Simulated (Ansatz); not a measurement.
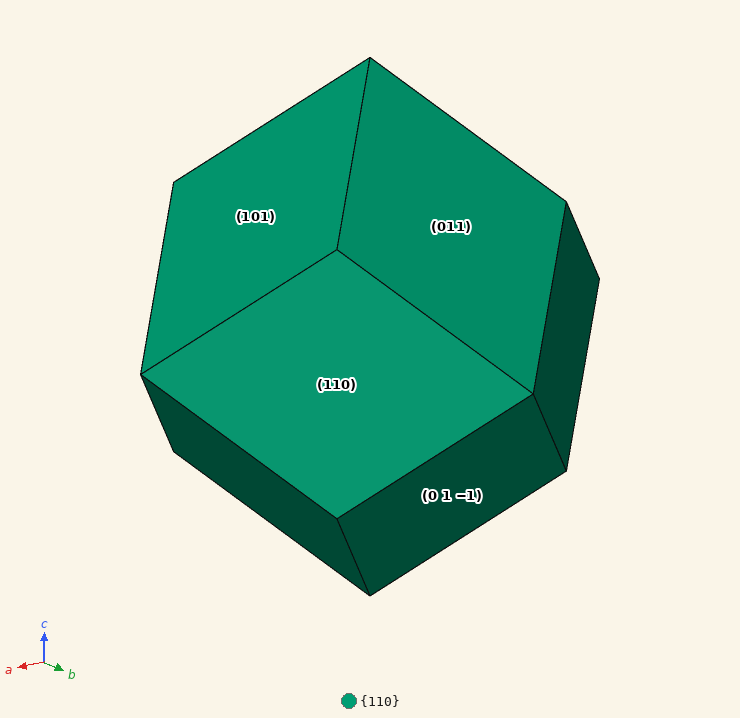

Be3WN4, space group Im-3m (No. 229), a = 4.969 Å, b = 4.969 Å, c = 4.969 Å, α = 90.00°, β = 90.00°, γ = 90.00°. Crystal habit computed by the BFDH rule (growth rate of a face proportional to 1/d, systematic absences taken into account). This is a geometric estimate, not an energy calculation. Source: coordinates from a relaxation with Ansatz, DFT PBE, scalar-relativistic, plane waves, PAW; the starting structure was generated, so it need not be a known form of this composition. Forms under 0.4 % of the area are left out.

Question: How many faces does the whole crystal have, by form?

Answer: 12 faces: 12 of {110}.

Question: Which form makes up most of the surface, and how much?

Answer: {110}, with 12 faces and about 100 % of the area; its spacing is d = 3.514 Å.
